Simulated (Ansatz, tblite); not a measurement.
# The cluster In₂Se₃: competing shapes

Aim: relax the candidate shapes of the cluster In₂Se₃ that a cheap search turned up, and see how the levels of theory order them.

Computed with Ansatz 0.2.0, Gaussian basis. Level: relaxed with B3LYP-D4/def2-SVP, singlet.

7 further runs of the same task are left out: 2 that didn't finish, 5 set aside as unsound or not needed. Runs told in other sessions of the task aren't counted.

## (1) The system as given

5 atoms, charge 0, spin multiplicity 1.

Atoms are counted from 1 here; the program's logs count them from 0.

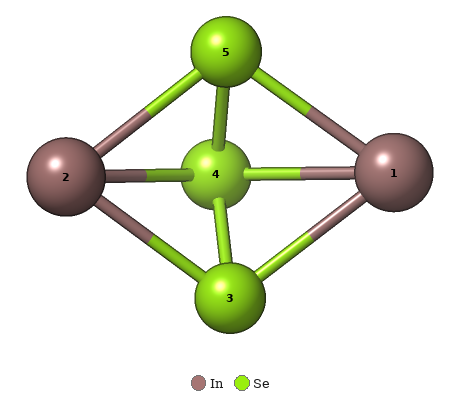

Start geometry, drawn with indium brown, selenium green; atoms are numbered from 1 in the order of the file.

In takes a core potential in the def2 sets. No spin-orbit coupling is included.

A search from random starts with GFN2-xTB found 11 distinct shapes; 3 go on here. The structure above is candidate A, which lies 0.00 eV above the lowest at that level; B lies 0.77 eV above the lowest at that level; C lies 1.27 eV above the lowest at that level.

## (2) Relaxing candidate A

in.yaml reads:

```yaml
crystal:
  periodic: [false, false, false]
  atoms:
    - {symbol: In, position_ang: [1.153460, 1.371190, 1.723710]}
    - {symbol: In, position_ang: [-1.164190, -1.943390, -1.025360]}
    - {symbol: Se, position_ang: [1.611270, -0.794840, -0.384940]}
    - {symbol: Se, position_ang: [0.007410, 0.824270, -1.007180]}
    - {symbol: Se, position_ang: [-1.607950, 0.542770, 0.693770]}
basis:
  gaussian: {orbitals: def2-SVP}
hamiltonian: {xc: {name: B3LYP}, dispersion: d4}
scf: {lower_state_search: "off"}
output: {orbitals: {seedname: orbitals}}
relax: {f_tol: 0.02, max_steps: 100}
```

Started as:

```sh
> ansatz run in.yaml --threads 4 --pin off --events-out ev --progress --plain --max-ram 4787MiB
```

The log of the run, cut to the lines that bear on the results:

```text
Functional definition: B3LYP
  name "B3LYP"
  cite "Stephens, Devlin, Chabalowski & Frisch, J. Phys. Chem. 98, 11623 (1994) doi:10.1021/j100096a001"
  cite "Becke, Phys. Rev. A 38, 3098 (1988) doi:10.1103/PhysRevA.38.3098"
  cite "Lee, Yang & Parr, Phys. Rev. B 37, 785 (1988) doi:10.1103/PhysRevB.37.785"
  cite "Vosko, Wilk & Nusair, Can. J. Phys. 58, 1200 (1980) doi:10.1139/p80-159"
[...]
1722 factors; integrals over basis functions are off by at most 1.9e-4 eV
[...]
mean field -206383.44343136 eV, -7584.4516543802 hartree, gradient 2.7e-6 eV, S^2 0.000000; 0 other end points of the search recorded, 0 dependent functions left out
[...]
reference -206383.44368248 eV, -7584.4516636085 hartree; 72, 72 occupied and 76, 76 virtual orbitals, 1722 factors
relax step   1: F+E_penalty+E_count = -206384.10976940 eV  Δ(F+E_penalty+E_count) = +0.000e0 eV  max|allowed force component| = 8.934e-1 eV/Å  Δτ_max = 0.0000 Å  (16 SCF iters, accepted)
[...]
relax step   6: F+E_penalty+E_count = -206384.22565168 eV  Δ(F+E_penalty+E_count) = -7.634e-5 eV  max|allowed force component| = 5.359e-3 eV/Å  Δτ_max = 0.0316 Å  (20 SCF iters, accepted)
[...]
relax step  11: F+E_penalty+E_count = -206384.22596734 eV  Δ(F+E_penalty+E_count) = -1.977e-4 eV  max|allowed force component| = 3.247e-2 eV/Å  Δτ_max = 0.0215 Å  (21 SCF iters, accepted)
[...]
relax step  16: F+E_penalty+E_count = -206384.26033212 eV  Δ(F+E_penalty+E_count) = -4.689e-3 eV  max|allowed force component| = 1.437e-1 eV/Å  Δτ_max = 0.0295 Å  (22 SCF iters, accepted)
[...]
relax step  20: F+E_penalty+E_count = -206384.26989950 eV  Δ(F+E_penalty+E_count) = -4.377e-3 eV  max|allowed force component| = 2.619e-2 eV/Å  Δτ_max = 0.0356 Å  (22 SCF iters, accepted)
[...]
relax step  21: F+E_penalty+E_count = -206384.27038940 eV  Δ(F+E_penalty+E_count) = -4.899e-4 eV  max|allowed force component| = 9.306e-3 eV/Å  Δτ_max = 0.0160 Å  (21 SCF iters, accepted)
Total energy: -206384.27063684 eV, -7584.4820536206 hartree
Atom 0 at     1.021963     0.774707     2.079310 Å, force     0.005080    -0.000028     0.005638 eV/Å
Atom 1 at    -0.997873    -1.931895    -0.565925 Å, force     0.000749     0.004756     0.000955 eV/Å
Atom 2 at     1.685557    -0.470980    -0.562321 Å, force     0.003040    -0.003575     0.002430 eV/Å
Atom 3 at    -0.181067     0.749893    -1.471765 Å, force    -0.003186     0.002014    -0.009306 eV/Å
Atom 4 at    -1.528579     0.878274     0.520701 Å, force    -0.005684    -0.003167     0.000282 eV/Å
Dipole moment:     0.003494    -0.265129     0.341294 e Å
Checks for a lower state left out: stability, starts, cluster_reference, orbital_swaps, neighbouring_geometries, increment
```

Wall time 89 s (4 threads of Arm Neoverse V1, shared host).

Relaxation path: (the energy doesn't fall at every step)

| step | energy from step 1 (eV) | largest force component (eV/Å) |
| --- | --- | --- |
| 1 | 0.0000 | 0.8934 |
| 2 | -0.0864 | 0.0958 |
| 3 | -0.1124 | 0.0961 |
| 4 | -0.1129 | 0.1144 |
| 5 | -0.1158 | 0.0038 |
| 6 | -0.1159 | 0.0054 |
| 7 | -0.1159 | 0.0028 |
| 8 | -0.1159 | 0.0023 |
| 9 | -0.1159 | 0.0065 |
| 10 | -0.1160 | 0.0199 |
| 11 | -0.1162 | 0.0325 |
| 12 | -0.1176 | 0.0783 |
| 13 | -0.1215 | 0.0878 |
| 14 | -0.1459 | 0.1613 |
| 15 | -0.1020 | 0.6289 |
| 16 | -0.1506 | 0.1437 |
| 17 | -0.1517 | 0.2584 |
| 18 | -0.1499 | 0.2115 |
| 19 | -0.1558 | 0.0985 |
| 20 | -0.1601 | 0.0262 |
| 21 | -0.1606 | 0.0093 |

The force was under the threshold of 0.02 eV/Å already at step 5, but the program went on to step 21.

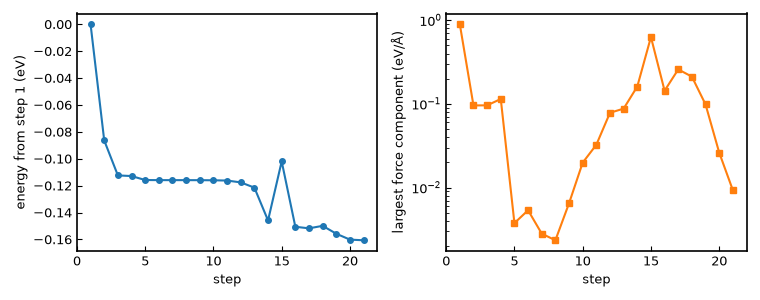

Energy and force, step by step.

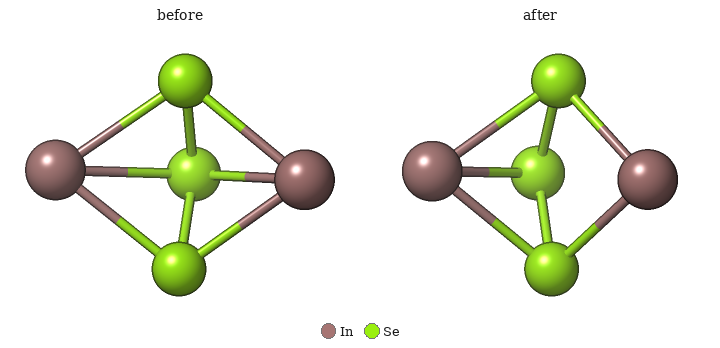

Before and after, at one scale.

Close pairs (by a distance rule), those that changed most:

```
   bond  before (Å)  after (Å)  change (Å)
In1–Se4       3.012      3.749      +0.738
In1–Se5       3.061      2.991      -0.071
In1–Se3       3.057      2.995      -0.062
In2–Se4       3.005      2.946      -0.059
Se3–Se4       2.362      2.409      +0.046
Se4–Se5       2.363      2.409      +0.046
In2–Se3       3.071      3.055      -0.016
In2–Se5       3.055      3.059      +0.004
```

Contacts that opened: In1–Se4 3.01 to 3.75 Å.

## (3) Relaxing candidate B

in.yaml reads:

```yaml
crystal:
  periodic: [false, false, false]
  atoms:
    - {symbol: In, position_ang: [0.712000, 2.376790, -0.100940]}
    - {symbol: In, position_ang: [0.890420, -2.004150, -0.034040]}
    - {symbol: Se, position_ang: [-1.955940, -1.386180, 0.275140]}
    - {symbol: Se, position_ang: [-1.997210, 0.827540, -0.008910]}
    - {symbol: Se, position_ang: [2.350730, 0.186010, -0.131250]}
basis:
  gaussian: {orbitals: def2-SVP}
hamiltonian: {xc: {name: B3LYP}, dispersion: d4}
scf: {lower_state_search: "off"}
output: {orbitals: {seedname: orbitals}}
relax: {f_tol: 0.02, max_steps: 100}
```

The command is unchanged.

The log of the run, cut to the lines that bear on the results:

```text
Functional definition: B3LYP
  name "B3LYP"
  cite "Stephens, Devlin, Chabalowski & Frisch, J. Phys. Chem. 98, 11623 (1994) doi:10.1021/j100096a001"
  cite "Becke, Phys. Rev. A 38, 3098 (1988) doi:10.1103/PhysRevA.38.3098"
  cite "Lee, Yang & Parr, Phys. Rev. B 37, 785 (1988) doi:10.1103/PhysRevB.37.785"
  cite "Vosko, Wilk & Nusair, Can. J. Phys. 58, 1200 (1980) doi:10.1139/p80-159"
[...]
1717 factors; integrals over basis functions are off by at most 3.5e-4 eV
[...]
mean field -206382.66685841 eV, -7584.4231158505 hartree, gradient 3.2e-6 eV, S^2 0.000000; 0 other end points of the search recorded, 0 dependent functions left out
[...]
reference -206382.66711310 eV, -7584.4231252102 hartree; 72, 72 occupied and 76, 76 virtual orbitals, 1717 factors
[...]
relax step   8: F+E_penalty+E_count = -206383.73536967 eV  Δ(F+E_penalty+E_count) = -2.001e-4 eV  max|allowed force component| = 9.854e-3 eV/Å  Δτ_max = 0.0275 Å  (23 SCF iters, accepted)
Total energy: -206383.73561759 eV, -7584.4623920262 hartree
Atom 0 at     0.524971     1.972504    -0.124114 Å, force     0.001296     0.003375     0.000682 eV/Å
Atom 1 at     0.858007    -1.857869     0.038451 Å, force    -0.001273    -0.002052     0.000229 eV/Å
Atom 2 at    -1.788570    -1.316022     0.164218 Å, force     0.003398     0.009854    -0.000138 eV/Å
Atom 3 at    -1.988752     0.999437     0.067768 Å, force    -0.002579    -0.009600    -0.000308 eV/Å
Atom 4 at     2.394345     0.201961    -0.146323 Å, force    -0.000842    -0.001577    -0.000466 eV/Å
Dipole moment:     0.100335     0.009334    -0.006583 e Å
Checks for a lower state left out: stability, starts, cluster_reference, orbital_swaps, neighbouring_geometries, increment
```

It took 37 s on 4 threads of Arm Neoverse V1, shared host.

The steps of the relaxation:

```
step  energy from step 1 (eV)  largest force component (eV/Å)
   1                   0.0000                          1.0544
   2                  -0.3466                          0.5616
   3                  -0.3511                          1.4706
   4                  -0.4660                          0.1100
   5                  -0.4717                          0.0519
   6                  -0.4759                          0.0357
   7                  -0.4766                          0.0239
   8                  -0.4768                          0.0099
```

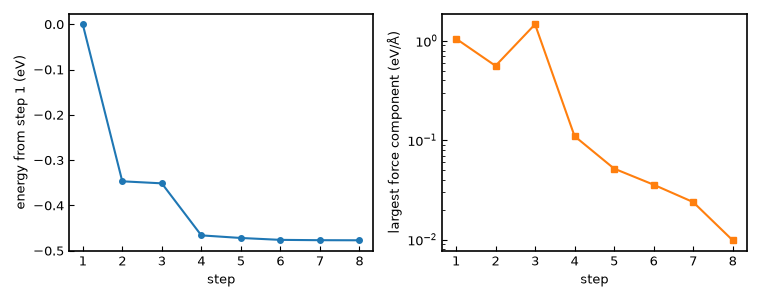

Energy and largest force along the relaxation.

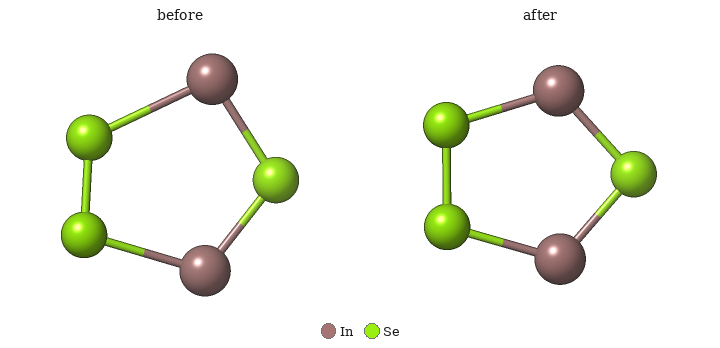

The geometry before (left) and after (right).

Distances of close pairs at the start and the end, largest changes first:

```
   bond  before (Å)  after (Å)  change (Å)
In1–Se4       3.122      2.702      -0.420
In2–Se3       2.929      2.704      -0.225
In1–Se5       2.736      2.575      -0.161
Se3–Se4       2.232      2.326      +0.094
In2–Se5       2.634      2.576      -0.058
```

## (4) Relaxing candidate C

in.yaml reads:

```yaml
crystal:
  periodic: [false, false, false]
  atoms:
    - {symbol: In, position_ang: [1.033180, -0.673570, -0.035040]}
    - {symbol: In, position_ang: [-2.464840, -0.110490, -0.268790]}
    - {symbol: Se, position_ang: [-0.547700, -2.390560, -0.881020]}
    - {symbol: Se, position_ang: [2.157540, 1.368750, 0.927010]}
    - {symbol: Se, position_ang: [-0.178180, 1.805870, 0.257840]}
basis:
  gaussian: {orbitals: def2-SVP}
hamiltonian: {xc: {name: B3LYP}, dispersion: d4}
scf: {lower_state_search: "off"}
output: {orbitals: {seedname: orbitals}}
relax: {f_tol: 0.02, max_steps: 100}
```

Launched as before.

The log of the run, cut to the lines that bear on the results:

```text
Functional definition: B3LYP
  name "B3LYP"
  cite "Stephens, Devlin, Chabalowski & Frisch, J. Phys. Chem. 98, 11623 (1994) doi:10.1021/j100096a001"
  cite "Becke, Phys. Rev. A 38, 3098 (1988) doi:10.1103/PhysRevA.38.3098"
  cite "Lee, Yang & Parr, Phys. Rev. B 37, 785 (1988) doi:10.1103/PhysRevB.37.785"
  cite "Vosko, Wilk & Nusair, Can. J. Phys. 58, 1200 (1980) doi:10.1139/p80-159"
[...]
1717 factors; integrals over basis functions are off by at most 2.2e-4 eV
[...]
mean field -206383.04622733 eV, -7584.4370574013 hartree, gradient 3.5e-6 eV, S^2 0.000000; 0 other end points of the search recorded, 0 dependent functions left out
[...]
reference -206383.04648083 eV, -7584.4370667173 hartree; 72, 72 occupied and 76, 76 virtual orbitals, 1717 factors
[...]
relax step   8: F+E_penalty+E_count = -206383.66691585 eV  Δ(F+E_penalty+E_count) = -4.227e-4 eV  max|allowed force component| = 5.696e-3 eV/Å  Δτ_max = 0.0164 Å  (23 SCF iters, accepted)
Total energy: -206383.66716726 eV, -7584.4598765227 hartree
Atom 0 at     1.028105    -0.703772    -0.021686 Å, force     0.004350    -0.000013    -0.000696 eV/Å
Atom 1 at    -2.345458    -0.083654    -0.433005 Å, force     0.001716    -0.003472    -0.000845 eV/Å
Atom 2 at    -0.565969    -2.364694    -0.778105 Å, force    -0.004231    -0.000475    -0.000019 eV/Å
Atom 3 at     2.157699     1.350437     0.762512 Å, force     0.000898    -0.001736     0.000413 eV/Å
Atom 4 at    -0.274376     1.801683     0.470284 Å, force    -0.002732     0.005696     0.001147 eV/Å
Dipole moment:    -0.064204    -0.218478    -0.073525 e Å
Checks for a lower state left out: stability, starts, cluster_reference, orbital_swaps, neighbouring_geometries, increment
```

Wall time 34 s (4 threads of Arm Neoverse V1, shared host).

Relaxation path: (the energy doesn't fall at every step)

```
step  energy from step 1 (eV)  largest force component (eV/Å)
   1                   0.0000                          0.5495
   2                  -0.0604                          0.2961
   3                  -0.0747                          0.1125
   4                  -0.0662                          0.3349
   5                  -0.0873                          0.0483
   6                  -0.0892                          0.0194
   7                  -0.0893                          0.0239
   8                  -0.0897                          0.0057
```

The force was under the threshold of 0.02 eV/Å already at step 6, but the program went on to step 8.

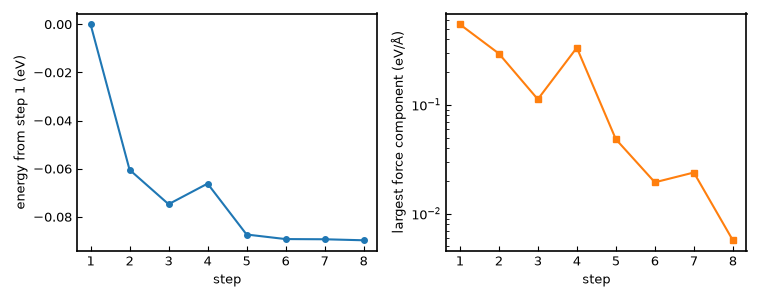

Energy and force, step by step.

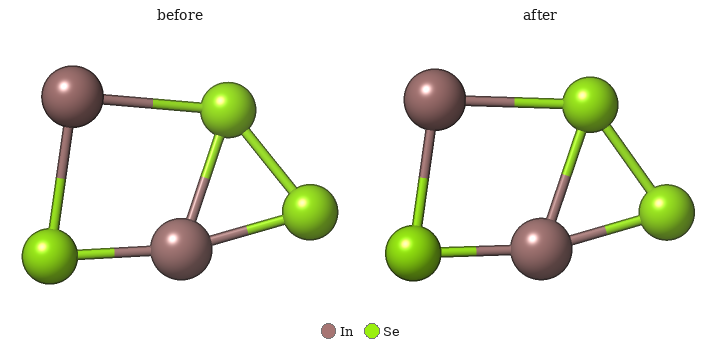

Before and after, at one scale.

Close pairs (by a distance rule), those that changed most:

| bond | before (Å) | after (Å) | change (Å) |
| --- | --- | --- | --- |
| In2–Se3 | 3.041 | 2.914 | -0.128 |
| In1–Se5 | 2.775 | 2.866 | +0.091 |
| In2–Se5 | 3.030 | 2.943 | -0.087 |
| In1–Se3 | 2.483 | 2.423 | -0.059 |
| In1–Se4 | 2.522 | 2.472 | -0.050 |
| Se4–Se5 | 2.469 | 2.491 | +0.022 |

## (5) The relaxed candidates

```
candidate  point group         bonds (count, mean Å)  energy above the lowest (eV)
        A           Cs  In–Se 5, 3.01; Se–Se 2, 2.41                         0.000
        B          C2v  In–Se 4, 2.64; Se–Se 1, 2.33                         0.535
        C           Cs  In–Se 5, 2.72; Se–Se 1, 2.49                         0.603
```

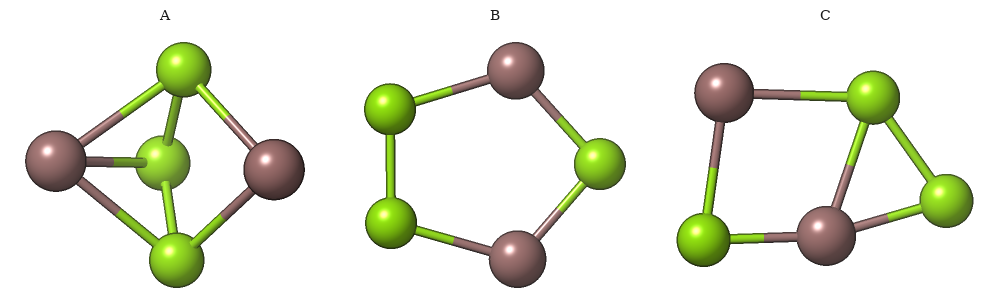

The candidates after relaxation.

## (6) Candidate B, GFN1-xTB

Tight binding, by tblite at 300 K electronic temperature and without a spin-polarisation term:

```python
tblite.interface.Calculator('GFN1-xTB', numbers, positions, charge=0, uhf=0).singlepoint()
```

Energy -359.4381 eV, HOMO -9.02 eV, LUMO -8.06 eV; 0.006 s.

## (7) Candidate B, GFN2-xTB

Tight binding, by tblite at 300 K electronic temperature and without a spin-polarisation term:

```python
tblite.interface.Calculator('GFN2-xTB', numbers, positions, charge=0, uhf=0).singlepoint()
```

Energy -330.2681 eV, HOMO -9.93 eV, LUMO -9.48 eV; 0.006 s.

## (8) Candidate B, PBE0-D4/def2-TZVP

start.molden holds the orbitals of an earlier run on this state, given as this run's starting guess.

in.yaml reads:

```yaml
crystal:
  periodic: [false, false, false]
  atoms:
    - {symbol: In, position_ang: [0.524971, 1.972504, -0.124114]}
    - {symbol: In, position_ang: [0.858007, -1.857869, 0.038451]}
    - {symbol: Se, position_ang: [-1.788570, -1.316022, 0.164218]}
    - {symbol: Se, position_ang: [-1.988752, 0.999437, 0.067768]}
    - {symbol: Se, position_ang: [2.394345, 0.201961, -0.146323]}
basis:
  gaussian: {orbitals: def2-TZVP, initial_orbitals: start.molden}
hamiltonian: {xc: pbe0, dispersion: d4}
scf: {omitted_lower_state_checks: [starts]}
output: {orbitals: {seedname: orbitals}}
```

Same command.

The log of the run:

```text
Functional definition: PBE0
  name "PBE0"
  cite "Adamo & Barone, J. Chem. Phys. 110, 6158 (1999) doi:10.1063/1.478522"
  cite "Perdew, Burke & Ernzerhof, Phys. Rev. Lett. 77, 3865 (1996) doi:10.1103/PhysRevLett.77.3865"
  parent pbe
  parameter a = 0.25
  parameter kappa = 0.804
  parameter beta = 0.06672455060314922
  exchange = (1 - a)*pbe_x(kappa = kappa, mu = beta*pi^2/3) + a*exact_x
  correlation = pbe_c(beta = beta)
these checks for a lower state are left out or cut short: starts
2198 factors; their error is unknown
mean field evaluation 1: about -206348.5747 eV, gradient 2.3e2 eV
mean field evaluation 2: about -206358.8192 eV, gradient 2.1e1 eV
mean field evaluation 4: about -206374.6114 eV, gradient 2.0e1 eV
mean field evaluation 8: about -206378.0268 eV, gradient 9.2e-4 eV
mean field -206378.02679078 eV, -7584.2525965103 hartree, gradient 2.1e-5 eV, S^2 0.000000; 0 other end points of the search recorded, 0 dependent functions left out
reference -206378.02682510 eV, -7584.2525977715 hartree; 72, 72 occupied and 172, 172 virtual orbitals, 2198 factors
Total energy: -206378.33336865 eV, -7584.2638630394 hartree
Checks for a lower state left out: starts
```

Wall time 15 s (4 threads of Arm Neoverse V1, shared host); peak memory 1.4 GiB.

HOMO -6.06 eV, LUMO -4.10 eV.

## (9) Candidate B, PBE-D4/def2-TZVP

Changes to in.yaml since step 8:

```diff
@@ -10,4 +10,4 @@
   gaussian: {orbitals: def2-TZVP, initial_orbitals: start.molden}
-hamiltonian: {xc: pbe0, dispersion: d4}
+hamiltonian: {xc: pbe, dispersion: d4}
 scf: {omitted_lower_state_checks: [starts]}
-output: {orbitals: {seedname: orbitals}}
+output: {forces: true, orbitals: {seedname: orbitals}}
```

The command is unchanged.

The log of the run, cut to the lines that bear on the results:

```text
Functional definition: PBE
  name "PBE"
  cite "Perdew, Burke & Ernzerhof, Phys. Rev. Lett. 77, 3865 (1996) doi:10.1103/PhysRevLett.77.3865"
  parent pbe
[...]
1937 factors; their error is unknown
[...]
mean field -206372.43595048 eV, -7584.0471369190 hartree, gradient 1.6e-5 eV, S^2 0.000000; 0 other end points of the search recorded, 0 dependent functions left out
[...]
reference -206372.43599695 eV, -7584.0471386267 hartree; 72, 72 occupied and 172, 172 virtual orbitals, 1937 factors
Total energy: -206372.78612009 eV, -7584.0600054149 hartree
Atom 0 at     0.524971     1.972504    -0.124114 Å, force    -0.026150    -0.219326     0.012983 eV/Å
Atom 1 at     0.858007    -1.857869     0.038451 Å, force    -0.066031     0.213322    -0.006234 eV/Å
Atom 2 at    -1.788570    -1.316022     0.164218 Å, force     0.142683     0.093166    -0.011952 eV/Å
Atom 3 at    -1.988752     0.999437     0.067768 Å, force     0.150278    -0.068537    -0.006479 eV/Å
Atom 4 at     2.394345     0.201961    -0.146323 Å, force    -0.200780    -0.018626     0.011683 eV/Å
Dipole moment:     0.088822     0.008053    -0.005845 e Å
Checks for a lower state left out: starts
```

Run time: 6.5 s. Hardware: 4 threads of Arm Neoverse V1, shared host.

From the report: HOMO -5.07 eV, LUMO -4.51 eV.

## (10) Candidate B, r2SCAN-D4/def2-TZVP

Changes to in.yaml since step 9:

```diff
@@ -10,4 +10,4 @@
   gaussian: {orbitals: def2-TZVP, initial_orbitals: start.molden}
-hamiltonian: {xc: pbe, dispersion: d4}
+hamiltonian: {xc: r2scan, dispersion: d4}
 scf: {omitted_lower_state_checks: [starts]}
-output: {forces: true, orbitals: {seedname: orbitals}}
+output: {orbitals: {seedname: orbitals}}
```

The command is unchanged.

The log of the run:

```text
Functional definition: r2SCAN
  name "r2SCAN"
  cite "Furness, Kaplan, Ning, Perdew & Sun, J. Phys. Chem. Lett. 11, 8208 (2020) doi:10.1021/acs.jpclett.0c02405"
  cite "Furness, Kaplan, Ning, Perdew & Sun, J. Phys. Chem. Lett. 11, 9248 (2020) doi:10.1021/acs.jpclett.0c03077"
  parent r2scan
  parameter k0 = 0.174
  parameter k1 = 0.065
  parameter a1 = 4.9479
  exchange = r2scan_x(k0 = k0, k1 = k1, a1 = a1)
  correlation = r2scan_c
these checks for a lower state are left out or cut short: starts
1937 factors; their error is unknown
mean field evaluation 1: about -206404.2892 eV, gradient 1.1e1 eV
mean field evaluation 2: about -206404.3797 eV, gradient 1.4e-1 eV
mean field evaluation 4: about -206404.2944 eV, gradient 5.7e-4 eV
mean field -206404.29435020 eV, -7585.2179115143 hartree, gradient 2.1e-5 eV, S^2 0.000000; 0 other end points of the search recorded, 0 dependent functions left out
reference -206404.29436464 eV, -7585.2179120447 hartree; 72, 72 occupied and 172, 172 virtual orbitals, 1937 factors
Total energy: -206404.36184559 eV, -7585.2203919241 hartree
Checks for a lower state left out: starts
```

Wall time 11 s (4 threads of Arm Neoverse V1, shared host).

From the report: HOMO -5.30 eV, LUMO -4.63 eV.

## (11) Candidate B, PBE-QIDH/def2-TZVP

Changes to in.yaml since step 10:

```diff
@@ -10,4 +10,3 @@
   gaussian: {orbitals: def2-TZVP, initial_orbitals: start.molden}
-hamiltonian: {xc: r2scan, dispersion: d4}
+hamiltonian: {xc: {name: PBE-QIDH}}
 scf: {omitted_lower_state_checks: [starts]}
-output: {orbitals: {seedname: orbitals}}
```

Same command.

The log of the run, cut to the lines that bear on the results:

```text
Functional definition: PBE-QIDH
  name "PBE-QIDH"
  cite "Brémond, Sancho-García, Pérez-Jiménez & Adamo, J. Chem. Phys. 141, 031101 (2014) doi:10.1063/1.4890314"
  cite "Perdew, Burke & Ernzerhof, Phys. Rev. Lett. 77, 3865 (1996) doi:10.1103/PhysRevLett.77.3865"
[...]
1967 factors; integrals over basis functions are off by at most 8.3e-4 eV
[...]
mean field -206326.61531901 eV, -7582.3632597708 hartree, gradient 5.6e-6 eV, S^2 0.000000; 0 other end points of the search recorded, 0 dependent functions left out; unrestricted orbitals would lower it
35 core orbitals not correlated: weight in the atoms' cores, before any rotation towards them, 1.000 or more for the frozen orbitals, at most 0.000 for the correlated occupied ones
reference -206326.61533267 eV, -7582.3632602726 hartree; 37, 37 occupied and 172, 172 virtual orbitals, 1967 factors
second order -42.38099949 eV of doubles, -0.00000000 eV of singles
Total energy: -206340.74233250 eV, -7582.8824179407 hartree
Checks for a lower state left out: starts
```

Wall time 16 s (4 threads of Arm Neoverse V1, shared host); peak memory 0.94 GiB.

 Doubts: restricted state is unstable towards broken spin symmetry.

(Part 1 of 2 ends here.)
